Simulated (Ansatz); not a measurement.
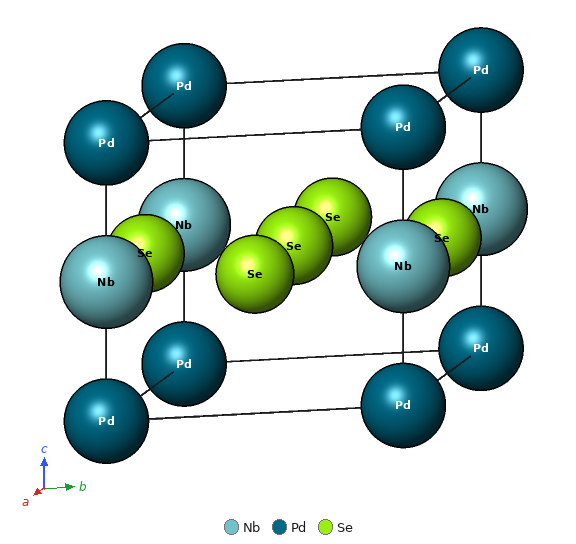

The structure above is drawn in spheres-only style and viewed slightly off an axis. The outline marks the simulation cell.

```yaml
crystal:
  lattice:
    - [5.51219, 0.00000, 0.00000]
    - [-2.75610, 4.77370, 0.00000]
    - [0.00000, 0.00000, 5.07521]
  atoms:
    - { symbol: Nb, position: [0.00000, 0.00000, 0.50000] }
    - { symbol: Pd, position: [0.00000, 0.00000, 0.00000] }
    - { symbol: Se, position: [0.50000, 0.00000, 0.50000] }
    - { symbol: Se, position: [0.00000, 0.50000, 0.50000] }
    - { symbol: Se, position: [0.50000, 0.50000, 0.50000] }
```

Computed with DFT PBE, scalar-relativistic, plane waves, PAW in Ansatz 0.2.0. Settings: a cutoff energy of 420 eV, a 12×12×8 k-point grid, Gaussian smearing of 0.1 eV, no spin polarisation.

**What charge does Bader's analysis assign to each element?**

Nb +1.33 e; Pd -0.29 e; Se -0.35 e.

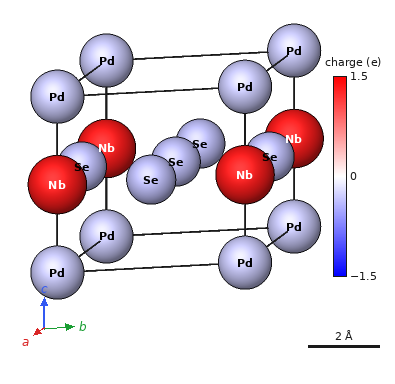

The atoms coloured by those charges.

The structure comes from a random cell made by a generator, so it need not be a real form of the compound. Earlier steps of the study, as a rule a relaxation of our own, may have changed the cell and positions, so they can lie some per cent off the listed ones. It went into a calculation with Ansatz.
